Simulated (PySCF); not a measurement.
Consider AlIn (triplet).

```yaml
atoms:
  - { symbol: Al, position_ang: [0.0000, 0.0000, -2.3283] }
  - { symbol: In, position_ang: [0.0000, 0.0000, 0.5467] }
```

All numbers below come from PySCF, PBE0/x2c-SVPall, spin-free X2C-1e, Gaussian nucleus, at a bond length of 2.875 Å.

What will maps of the electron density, electron localisation function and spin density show?

Al–In (2.87 Å): the density is about 0.25 e/Å³ at the midpoint; the ELF peaks at about 0.80 between the atoms (a shared electron pair).
The unpaired spin (2 electrons) lies mostly on Al1 (about 1.1) and In2 (about 0.9), in electrons by Hirshfeld's partition.

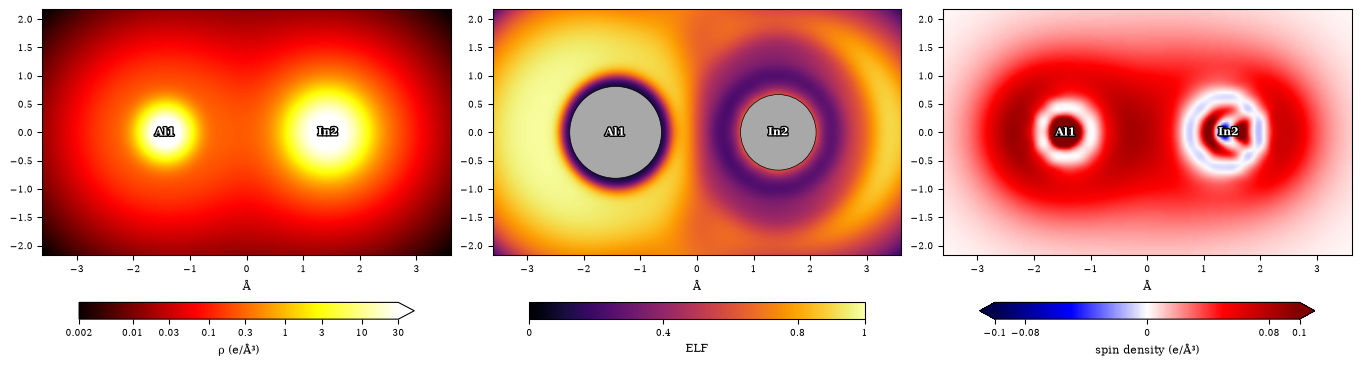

Computed electron density, electron localisation function and spin density on a plane that holds the molecular axis, in this order. Grey discs cover the atomic cores in the ELF map. 
